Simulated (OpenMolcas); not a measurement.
**Run report: CF2, geometry relaxation (part 3 of 4)**

CF2, SMILES F[C]F; B3LYP/6-31G*, RKS (OpenMolcas 26.06). The geometry comes from this level: PBE0-D4/def2-TZVP.

Geometry of the input (Å):
```
F  0.3163  0.9714  0.2816
C  0.3823  -0.3185  0.1752
F  -0.6986  -0.6529  -0.4567
```

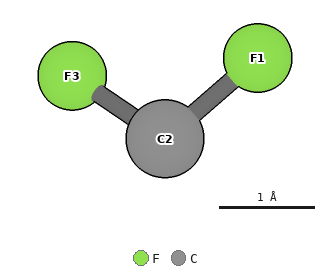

Figure 1. The structure as given in the input (ball-and-stick view, seen at a tilt; atoms are numbered from 1 in the order of the input).

## What the program printed, continued
```
Iter     Tot. B3LYP      One-elec.       Two-elec.     Energy      Max Dij or  Max Fij      DNorm      TNorm      AccCon     Time
         Energy          Energy          Energy        Change      Delta Norm                                                in Sec.
   1  -237.689780762  -477.721867625   175.812193479   0.00E+00    1.15E-05    4.96E-06     6.20E+00   1.52E+02   None         0.
   2  -237.689780763  -477.721765957   175.812091810  -4.80E-10    4.12E-06    1.78E-06     8.16E-05   1.52E+02   EDIIS        0.

       Convergence after   2 Iterations
--

 *****************************************************************************************************************************
 *                                             SCF/KS-DFT Program, Final results                                             *
 *                                                       Final Results                                                       *
 *****************************************************************************************************************************

::    Total KS-DFT energy                            -237.6897807627
      One-electron energy                            -477.7217659567
      Two-electron energy                             175.8120918102
      Nuclear repulsion energy                         64.2198933838
      Kinetic energy (interpolated)                   236.0929176524
      Virial theorem                                    1.0067637061
      Total spin, S(S+1)                                0.0000000000
      Total spin, S                                     0.0000000000
      Max non-diagonal density matrix element           0.0000041188
      Max non-diagonal Fock matrix element              0.0000017778

      No orbitals printed

++    Molecular charges:
      ------------------

      Mulliken charges per centre
      ---------------------------

                F1      C2      F3
      Total    9.1743  5.6515  9.1743

      N-E     -0.1743  0.3485 -0.1743

      Total electronic charge=   24.000000

      Total            charge=   -0.000000
--

++    Molecular properties:
      ---------------------

      Charge (e):
                      =   -0.0000
      Dipole Moment (debye):
      Origin of the operator (angstrom)=   -0.0546    0.0455   -0.0250
                   X= -4.5831E-01               Y=  3.8183E-01               Z= -2.0995E-01           Total=  6.3239E-01
      Quadrupole Moment (debye*angstrom):
      Origin of the operator (angstrom)=   -0.0546    0.0455   -0.0250
                  XX= -1.5590E+01              XY=  5.9740E-01              XZ= -9.4167E-01              YY= -1.5742E+01
                  YZ=  1.0924E-01              ZZ= -1.4265E+01
      In traceless form (debye*angstrom)
                  XX= -5.8662E-01              XY=  8.9610E-01              XZ= -1.4125E+00              YY= -8.1449E-01
                  YZ=  1.6385E-01              ZZ=  1.4011E+00
--

--- Stop Module: last_energy /rc=_RC_ALL_IS_WELL_ ---
--- Module last_energy spent 1 second ---

>>> END DO

>>> COPY run.Opt.xyz final.xyz

>>> COPY run.slapaf.h5 final.slapaf.h5

--- Start Module: mckinley ---

                                             &MCKINLEY

                       available to each process: 1.9 GB of memory, 1 thread

--- Stop Module: mckinley /rc=_RC_INVOKED_OTHER_MODULE_ ---

--- Start Module: slapaf ---

                                              &SLAPAF

                       available to each process: 1.9 GB of memory, 1 thread

++       Slapaf input parameters:
         ------------------------

 Maximum number of iterations:                 0
 Convergence test a la Schlegel.
 Convergence criterion on gradient/para.<=: 3.0E-04
 Convergence criterion on step/parameter<=: 3.0E-04
 Convergence criterion on energy change <=: 0.0E+00
 Parameters for step-restricted optimization
 Maximum step length (initial seed):       3.00E-01

 -RFO activated with parameters:
   Maximum number of data points used in RFO:      5
 Line search is performed

 -Optimization for transition state.
  Optimization method: RS-P-RFO
  No mode to follow is specified!
  Optimization will follow mode with the lowest eigenvalue.

 -Initial Hessian guess is estimated with finite differences.
    Two point symmetric formula, Delta= 1.00E-02

 -Hessian update method: Broyden-Fletcher-Goldfarb-Shanno
  Maximum number of points in Hessian update:  5

 -Relaxation will be done on non-redundant internal coordinates, based on
  force constant weighted redundant internal coordinates.

--

 ******************************************
 * Statistics of the internal coordinates *
 ******************************************
 Translations and Rotations:         0
 Bonds                     :         2
 Angles                    :         1
 Torsions                  :         0
 Out-of-plane angles       :         0

  Accumulate the gradient for selected numerical differentiation.
     1 of     7
--- Stop Module: slapaf /rc=_RC_CONTINUE_LOOP_ ---

--- Start Module: seward ---
--- Stop Module: seward /rc=_RC_ALL_IS_WELL_ ---

--- Start Module: scf ---
--- Stop Module: scf /rc=_RC_ALL_IS_WELL_ ---
--- Module scf spent 1 second ---

--- Start Module: slapaf ---
--- Stop Module: slapaf /rc=_RC_INVOKED_OTHER_MODULE_ ---

--- Start Module: alaska ---
--- Stop Module: alaska /rc=_RC_ALL_IS_WELL_ ---

--- Start Module: slapaf ---
  Accumulate the gradient for selected numerical differentiation.
     2 of     7
--- Stop Module: slapaf /rc=_RC_CONTINUE_LOOP_ ---

>>> END DO

>>> IF (ITER != 1)

--- Start Module: seward ---
--- Stop Module: seward /rc=_RC_ALL_IS_WELL_ ---

--- Start Module: scf ---
--- Stop Module: scf /rc=_RC_ALL_IS_WELL_ ---
--- Module scf spent 1 second ---

--- Start Module: slapaf ---
--- Stop Module: slapaf /rc=_RC_INVOKED_OTHER_MODULE_ ---

--- Start Module: alaska ---
--- Stop Module: alaska /rc=_RC_ALL_IS_WELL_ ---

--- Start Module: slapaf ---
  Accumulate the gradient for selected numerical differentiation.
     3 of     7
--- Stop Module: slapaf /rc=_RC_CONTINUE_LOOP_ ---

>>> END DO

>>> IF (ITER != 1)

--- Start Module: seward ---
--- Stop Module: seward /rc=_RC_ALL_IS_WELL_ ---

--- Start Module: scf ---
--- Stop Module: scf /rc=_RC_ALL_IS_WELL_ ---
--- Module scf spent 1 second ---

--- Start Module: slapaf ---
--- Stop Module: slapaf /rc=_RC_INVOKED_OTHER_MODULE_ ---

--- Start Module: alaska ---
--- Stop Module: alaska /rc=_RC_ALL_IS_WELL_ ---

--- Start Module: slapaf ---
  Accumulate the gradient for selected numerical differentiation.
     4 of     7
--- Stop Module: slapaf /rc=_RC_CONTINUE_LOOP_ ---

>>> END DO

>>> IF (ITER != 1)

--- Start Module: seward ---
--- Stop Module: seward /rc=_RC_ALL_IS_WELL_ ---

--- Start Module: scf ---
--- Stop Module: scf /rc=_RC_ALL_IS_WELL_ ---
--- Module scf spent 1 second ---

--- Start Module: slapaf ---
--- Stop Module: slapaf /rc=_RC_INVOKED_OTHER_MODULE_ ---

--- Start Module: alaska ---
--- Stop Module: alaska /rc=_RC_ALL_IS_WELL_ ---

--- Start Module: slapaf ---
  Accumulate the gradient for selected numerical differentiation.
     5 of     7
--- Stop Module: slapaf /rc=_RC_CONTINUE_LOOP_ ---

>>> END DO

>>> IF (ITER != 1)

--- Start Module: seward ---
--- Stop Module: seward /rc=_RC_ALL_IS_WELL_ ---

--- Start Module: scf ---
--- Stop Module: scf /rc=_RC_ALL_IS_WELL_ ---
--- Module scf spent 1 second ---

--- Start Module: slapaf ---
--- Stop Module: slapaf /rc=_RC_INVOKED_OTHER_MODULE_ ---

--- Start Module: alaska ---
--- Stop Module: alaska /rc=_RC_ALL_IS_WELL_ ---

--- Start Module: slapaf ---
  Accumulate the gradient for selected numerical differentiation.
     6 of     7
--- Stop Module: slapaf /rc=_RC_CONTINUE_LOOP_ ---

>>> END DO

>>> IF (ITER != 1)

--- Start Module: seward ---
--- Stop Module: seward /rc=_RC_ALL_IS_WELL_ ---

--- Start Module: scf ---
--- Stop Module: scf /rc=_RC_ALL_IS_WELL_ ---
--- Module scf spent 1 second ---

--- Start Module: slapaf ---
--- Stop Module: slapaf /rc=_RC_INVOKED_OTHER_MODULE_ ---

--- Start Module: alaska ---
--- Stop Module: alaska /rc=_RC_ALL_IS_WELL_ ---

--- Start Module: slapaf ---

  Numerical differentiation is finished!

 Observe that the harmonic oscillator analysis is only valid at stationary points!

 Note that rotational and translational degrees have been automatically removed,
 if the energy is invariant to these degrees of freedom.

 Harmonic frequencies in cm-1

 IR Intensities in km/mol

                        1         2         3

     Frequency:       658.50   1143.31   1251.52

     Intensity:    3.087E+00 3.227E+02 1.023E+02
     Red. mass:     17.82928  13.70043  13.79044

     F1         x   -0.09620   0.00528   0.02232
     F1         y   -0.10004  -0.09372  -0.09367
     F1         z   -0.06401  -0.00747   0.00191
     C2         x    0.07015   0.11623  -0.16835
     C2         y   -0.05844   0.18600   0.14026
     C2         z    0.03214   0.08456  -0.07712
     F3         x    0.05189  -0.07870   0.08402
     F3         y    0.13695  -0.02377   0.00508
     F3         z    0.04371  -0.04594   0.04680

++ Thermochemistry

 *********************
 *                   *
 *  THERMOCHEMISTRY  *
 *                   *
 *********************

 Mass-centered Coordinates (angstrom):
 ********************************************************
 Label        X           Y           Z          Mass
 --------------------------------------------------------
 F1         0.000000   -0.193914    1.035309     18.99840
 C2        -0.000000    0.614009    0.000000     12.00000
 F3        -0.000000   -0.193914   -1.035309     18.99840
 --------------------------------------------------------
 Molecular mass:   49.996806
 Rotational Constants (cm-1):    0.3611    0.4139    2.8319
 Rotational Constants (GHz) :   10.8264   12.4088   84.8967
 Rotational temperatures (K):    0.5196    0.5955    4.0744
 Rotational Symmetry factor:  1
 Vibrational temperature (K):
    947.44  1644.97  1800.66
 Number of trans. and rot. degrees of freedom:  6
 ZPVE                 4.365 kcal/mol      0.006956 au.
 ZPVE corrected energy                 -237.682794 au.

 *****************************************************
 Temperature =     0.00 kelvin, Pressure =   1.00 atm
 -----------------------------------------------------
 Molecular Partition Function and Molar Entropy:
                        q/V (M**-3)    S(kcal/mol*K)
 Electronic            1.000000E+00        0.000
 Translational         1.000000E+00        0.000
 Rotational            1.000000E+00        2.981
 Vibrational           1.000000E+00        0.000
 TOTAL                 1.000000E+00        2.981

 Thermal contributions to INTERNAL ENERGY:
 Electronic           0.000 kcal/mol      0.000000 au.
 Translational        0.000 kcal/mol      0.000000 au.
 Rotational           0.000 kcal/mol      0.000000 au.
 Vibrational          4.365 kcal/mol      0.006956 au.
 TOTAL                4.365 kcal/mol      0.006956 au.

 Thermal contributions to
 ENTHALPY             4.365 kcal/mol      0.006956 au.
 GIBBS FREE ENERGY    4.365 kcal/mol      0.006956 au.

 Sum of energy and thermal contributions
 INTERNAL ENERGY                       -237.682794 au.
 ENTHALPY                              -237.682794 au.
 GIBBS FREE ENERGY                     -237.682794 au.
 -----------------------------------------------------

 *****************************************************
 Temperature =   100.00 kelvin, Pressure =   1.00 atm
 -----------------------------------------------------
 Molecular Partition Function and Molar Entropy:
                        q/V (M**-3)    S(kcal/mol*K)
 Electronic            1.000000E+00        0.000
 Translational         2.100940E+27       32.224
 Rotational            1.578568E+03       17.615
 Vibrational           2.888125E-10        0.002
 TOTAL                 9.578397E+20       49.841

 Thermal contributions to INTERNAL ENERGY:
 Electronic           0.000 kcal/mol      0.000000 au.
 Translational        0.298 kcal/mol      0.000475 au.
 Rotational           0.298 kcal/mol      0.000475 au.
 Vibrational          4.365 kcal/mol      0.006956 au.
 TOTAL                4.961 kcal/mol      0.007906 au.

 Thermal contributions to
 ENTHALPY             5.160 kcal/mol      0.008223 au.
 GIBBS FREE ENERGY    0.176 kcal/mol      0.000280 au.

 Sum of energy and thermal contributions
 INTERNAL ENERGY                       -237.681844 au.
 ENTHALPY                              -237.681527 au.
 GIBBS FREE ENERGY                     -237.689470 au.
 -----------------------------------------------------

 *****************************************************
 Temperature =   273.15 kelvin, Pressure =   1.00 atm
 -----------------------------------------------------
 Molecular Partition Function and Molar Entropy:
                        q/V (M**-3)    S(kcal/mol*K)
 Electronic            1.000000E+00        0.000
 Translational         9.484523E+27       37.217
 Rotational            7.126315E+03       20.610
 Vibrational           3.334460E-04        0.339
 TOTAL                 2.253751E+28       58.166

 Thermal contributions to INTERNAL ENERGY:
 Electronic           0.000 kcal/mol      0.000000 au.
 Translational        0.814 kcal/mol      0.001298 au.
 Rotational           0.814 kcal/mol      0.001298 au.
 Vibrational          4.438 kcal/mol      0.007073 au.
 TOTAL                6.067 kcal/mol      0.009668 au.

 Thermal contributions to
 ENTHALPY             6.610 kcal/mol      0.010533 au.
 GIBBS FREE ENERGY   -9.279 kcal/mol     -0.014786 au.

 Sum of energy and thermal contributions
 INTERNAL ENERGY                       -237.680082 au.
 ENTHALPY                              -237.679217 au.
 GIBBS FREE ENERGY                     -237.704536 au.
 -----------------------------------------------------

 *****************************************************
 Temperature =   298.15 kelvin, Pressure =   1.00 atm
 -----------------------------------------------------
 Molecular Partition Function and Molar Entropy:
                        q/V (M**-3)    S(kcal/mol*K)
 Electronic            1.000000E+00        0.000
 Translational         1.081598E+28       37.652
 Rotational            8.126722E+03       20.871
 Vibrational           6.633420E-04        0.445
 TOTAL                 5.830675E+28       58.968

 Thermal contributions to INTERNAL ENERGY:
 Electronic           0.000 kcal/mol      0.000000 au.
 Translational        0.889 kcal/mol      0.001416 au.
 Rotational           0.889 kcal/mol      0.001416 au.
 Vibrational          4.469 kcal/mol      0.007121 au.
 TOTAL                6.246 kcal/mol      0.009954 au.

 Thermal contributions to
 ENTHALPY             6.839 kcal/mol      0.010898 au.
 GIBBS FREE ENERGY  -10.743 kcal/mol     -0.017120 au.

 Sum of energy and thermal contributions
 INTERNAL ENERGY                       -237.679796 au.
 ENTHALPY                              -237.678852 au.
 GIBBS FREE ENERGY                     -237.706870 au.
 -----------------------------------------------------

 *****************************************************
 Temperature =   323.15 kelvin, Pressure =   1.00 atm
 -----------------------------------------------------
 Molecular Partition Function and Molar Entropy:
                        q/V (M**-3)    S(kcal/mol*K)
 Electronic            1.000000E+00        0.000
 Translational         1.220450E+28       38.052
 Rotational            9.170002E+03       21.111
 Vibrational           1.191552E-03        0.562
 TOTAL                 1.333528E+29       59.725

 Thermal contributions to INTERNAL ENERGY:
 Electronic           0.000 kcal/mol      0.000000 au.
 Translational        0.963 kcal/mol      0.001535 au.
 Rotational           0.963 kcal/mol      0.001535 au.
 Vibrational          4.505 kcal/mol      0.007179 au.
 TOTAL                6.431 kcal/mol      0.010249 au.

 Thermal contributions to
 ENTHALPY             7.074 kcal/mol      0.011272 au.
 GIBBS FREE ENERGY  -12.227 kcal/mol     -0.019484 au.

 Sum of energy and thermal contributions
 INTERNAL ENERGY                       -237.679501 au.
 ENTHALPY                              -237.678478 au.
 GIBBS FREE ENERGY                     -237.709234 au.
 -----------------------------------------------------

 *****************************************************
 Temperature =   373.15 kelvin, Pressure =   1.00 atm
 -----------------------------------------------------
 Molecular Partition Function and Molar Entropy:
                        q/V (M**-3)    S(kcal/mol*K)
 Electronic            1.000000E+00        0.000
 Translational         1.514394E+28       38.766
 Rotational            1.137859E+04       21.540
 Vibrational           3.076630E-03        0.822
 TOTAL                 5.301545E+29       61.128

 Thermal contributions to INTERNAL ENERGY:
 Electronic           0.000 kcal/mol      0.000000 au.
 Translational        1.112 kcal/mol      0.001773 au.
 Rotational           1.112 kcal/mol      0.001773 au.
 Vibrational          4.596 kcal/mol      0.007323 au.
 TOTAL                6.820 kcal/mol      0.010869 au.

 Thermal contributions to
 ENTHALPY             7.562 kcal/mol      0.012050 au.
 GIBBS FREE ENERGY  -15.248 kcal/mol     -0.024300 au.

 Sum of energy and thermal contributions
 INTERNAL ENERGY                       -237.678881 au.
 ENTHALPY                              -237.677700 au.
 GIBBS FREE ENERGY                     -237.714050 au.
 -----------------------------------------------------

 *****************************************************
 Temperature =   473.15 kelvin, Pressure =   1.00 atm
 -----------------------------------------------------
 Molecular Partition Function and Molar Entropy:
                        q/V (M**-3)    S(kcal/mol*K)
 Electronic            1.000000E+00        0.000
 Translational         2.162280E+28       39.946
 Rotational            1.624656E+04       22.248
 Vibrational           1.175559E-02        1.409
 TOTAL                 4.129692E+30       63.603

 Thermal contributions to INTERNAL ENERGY:
 Electronic           0.000 kcal/mol      0.000000 au.
 Translational        1.410 kcal/mol      0.002248 au.
 Rotational           1.410 kcal/mol      0.002248 au.
 Vibrational          4.844 kcal/mol      0.007720 au.
 TOTAL                7.665 kcal/mol      0.012215 au.

 Thermal contributions to
 ENTHALPY             8.605 kcal/mol      0.013714 au.
 GIBBS FREE ENERGY  -21.488 kcal/mol     -0.034244 au.

 Sum of energy and thermal contributions
 INTERNAL ENERGY                       -237.677535 au.
 ENTHALPY                              -237.676036 au.
 GIBBS FREE ENERGY                     -237.723994 au.
 -----------------------------------------------------
--

++    Isotopic shifts:
      ----------------

 ****************************************
 * Isotope shifted frequencies in cm-1  *
 ****************************************

  Single substitutions:
  -----------------------

 Masses:
 =======
  19  13  19

 Frequencies:
 ============
                         1         2         3         4         5         6

            Freq.      i0.00     i0.00     i0.00     i0.00     i0.00      0.00

                         7         8         9

            Freq.     655.43   1113.68   1219.97

 Masses:
 =======
  19  14  19

 Frequencies:
 ============
                         1         2         3         4         5         6

            Freq.      i0.00     i0.00     i0.00      0.00      0.00      0.00

                         7         8         9

            Freq.     652.41   1087.73   1192.57

  Full substitutions:
  -----------------------

 Masses:
 =======
  19  13  19

 Frequencies:
 ============
                         1         2         3         4         5         6

            Freq.      i0.00     i0.00     i0.00     i0.00     i0.00      0.00

                         7         8         9

            Freq.     655.43   1113.68   1219.97

 Masses:
 =======
  19  14  19

 Frequencies:
 ============
                         1         2         3         4         5         6

            Freq.      i0.00     i0.00     i0.00      0.00      0.00      0.00

                         7         8         9

            Freq.     652.41   1087.73   1192.57

--

++ Principal components of the normal modes
   ----------------------------------------

   (Only contributions larger than 0.50 times the maximum are printed)

      Mode      1
        Frequency:          658.50 cm-1
      ---------------------------------
        Angle F1 C2 F3          -1.0000
      ---------------------------------

      Mode      2
        Frequency:         1143.31 cm-1
      ---------------------------------
        Bond F3 C2               1.0000
        Bond C2 F1              -0.9999
      ---------------------------------

      Mode      3
        Frequency:         1251.52 cm-1
      ---------------------------------
        Bond C2 F1              -1.0000
        Bond F3 C2              -0.9999
        Angle F1 C2 F3           0.6881
      ---------------------------------
--

--- Stop Module: slapaf /rc=_RC_ALL_IS_WELL_ ---

>>> END DO

>>> EXPORT MOLCAS_TRAP = UNKNOWN_VARIABLE

>>> EXPORT MOLCAS_MAXITER = 50

.##################.
.# Happy landing! #.
.##################.

    Timing: Wall=26.21 User=21.28 System=4.73
```
